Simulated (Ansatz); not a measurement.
Base system: Ba3As2 (space group P-3m1, No. 164; a = 5.583 Å, c = 7.076 Å; a hypothetical phase, not in the database extracts checked). Axes: x lies along a and z along c of the hexagonal cell.

Now apply this change: uniaxial strain ε_zz = +4.57 %, all other strain components held at zero; the atoms relax in the strained cell.

Level of theory: Ansatz (a quantum-chemistry and plane-wave program), r2SCAN, PAW, cutoff 500 eV, spin-orbit coupling left out.

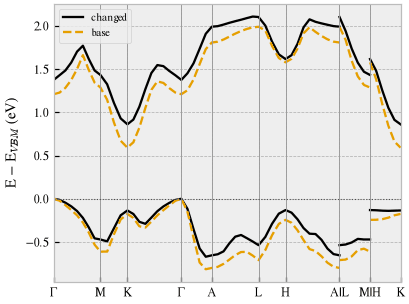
Figure. Highest valence and lowest conduction band along the path, each from its own valence-band maximum

Problem. Read the changed gap and its character from the plot.

Solution. About 0.86 eV, indirect, Γ → K.

Whether these cells are dynamically stable was not tested.
